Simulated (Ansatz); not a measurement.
## Ligand exchange: IBr + C5H11Cl → ICl + C5H11Br

Gas-phase species: IBr (iodine monobromide), singlet; C5H11Cl (1-chloropentane) `CCCCCCl`, singlet; ICl (iodine monochloride), singlet; C5H11Br (1-bromopentane) `CCCCCBr`, singlet. The partners trade Br for Cl: I–Br and C–Cl bonds give way to I–Cl and C–Br.

Shapes, held fixed at every level: PBE0-D4/def2-TZVP. Flexible molecules stand in one conformer, not always the lowest. Programs: Ansatz 0.2.0. Electronic energies: no zero-point or thermal term.

| level | kind | ΔE (kJ/mol) | less CCSD(T)/def2-TZVPP |
| --- | --- | --- | --- |
| PBE-D4/def2-TZVPP | GGA | +25.4 | +3.5 |
| r2SCAN-D4/def2-TZVPP | meta-GGA | +26.4 | +4.5 |
| wB97M-V/def2-TZVPP | range-separated hybrid | +25.6 | +3.7 |
| wB97X-V/def2-TZVPP | range-separated hybrid | +26.4 | +4.5 |
| MP2/def2-SVP | perturbation theory | +36.4 | +14.5 |
| MP2/def2-TZVPP | perturbation theory | +22.0 | +0.1 |
| CCSD/def2-TZVPP | coupled cluster or CI | +22.9 | +1.0 |
| CCSD(T)/def2-TZVPP | coupled cluster or CI | +21.9 | 0.0 |

The highest level, CCSD(T)/def2-TZVPP, gives ΔE = +21.9 kJ/mol; the levels span +21.9 to +36.4. The column of differences is taken from that level and isn't an error. No measured value is set beside it here. For atoms past krypton def2 sets carry core potentials with scalar relativity. Relativity is left out for Br. Outer-core shells of Br, I are correlated, in sets that cover them unevenly.

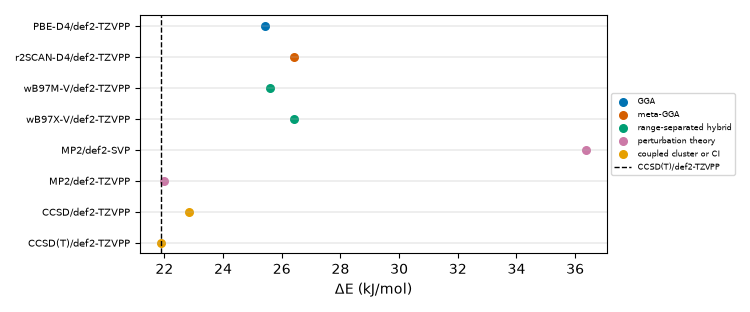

The values of the table, level by level.
